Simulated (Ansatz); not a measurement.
# C2H7ClSn: what the fields show

```xyz
11

Sn    0.0449    0.1121    0.0359
C    -0.0338   -0.0745    2.1863
H    -1.0790   -0.1682    2.5122
H     0.5237   -0.9712    2.4918
H     0.4167    0.8127    2.6561
C     2.0544    0.0388   -0.7525
H     2.5355   -0.8944   -0.4250
H     2.0245    0.0659   -1.8511
H     2.6339    0.8983   -0.3814
H    -0.8573    1.4579   -0.5522
Cl   -1.0602   -1.8241   -0.8244
```

Core potentials replace the inner electrons of Sn.

Computed with Ansatz, RKS B3LYP-D4/def2-SVP.

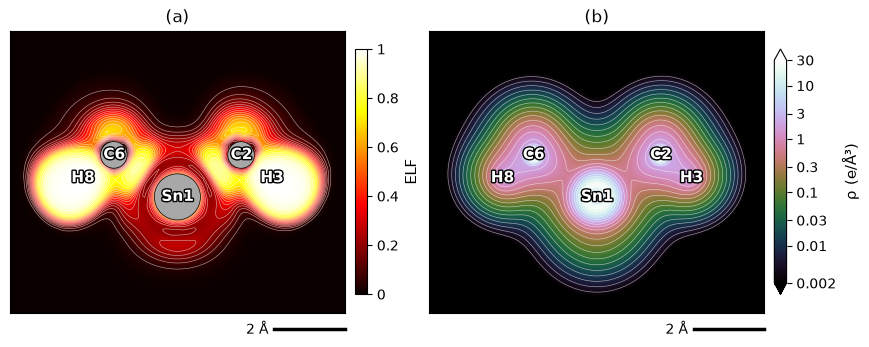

Figure 1. (a) ELF; (b) electron density on the plane of atoms C2, Sn1 and C6. Grey discs cover the atomic cores in the ELF map.

Question: Read the bonding off the picture.

Answer: The section cuts through Sn, C and H sites. C–Sn (2.16 Å): ρ at the midpoint is about 0.68 e/Å³; the ELF peaks at about 0.90 in the valence shell of C, 0.7 Å from its nucleus, and drops to about 0.20 between the two atoms. C–H (1.10 Å): ρ is about 1.9 e/Å³ halfway; the ELF climbs to about 1 towards the hydrogen, as it does in any bond to H (an ordinary covalent bond to hydrogen).

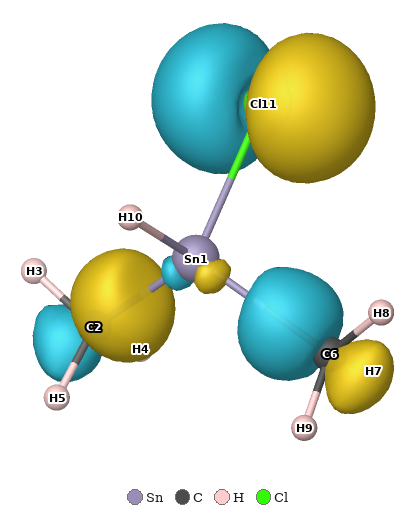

Figure 2. One frontier orbital at ±0.15 Å⁻³ᐟ² (yellow and cyan are the two phases), seen at a tilt.

Question: Which orbital is it: HOMO or LUMO?

Answer: The HOMO, at −7.55 eV. Its weight (Hirshfeld) is mainly on Cl11 (about 60 %), C2 (about 10 %), C6 (about 10 %) and Sn1 (about 10 %).

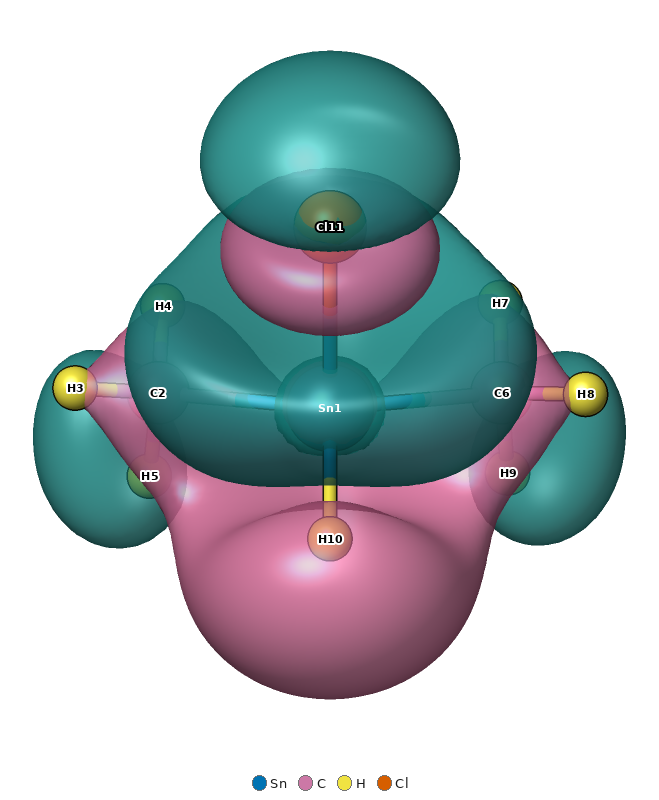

Figure 3. The LUMO at ±0.05 Å⁻³ᐟ² (teal and pink are the two phases), seen from one side.

Question: What is the character of this orbital?

Answer: Its weight (Hirshfeld) is mainly on Sn1 (about 45 %), Cl11 (about 25 %), H10 (about 10 %), C2 (about 5 %) and C6 (about 5 %). Its energy is −0.28 eV.
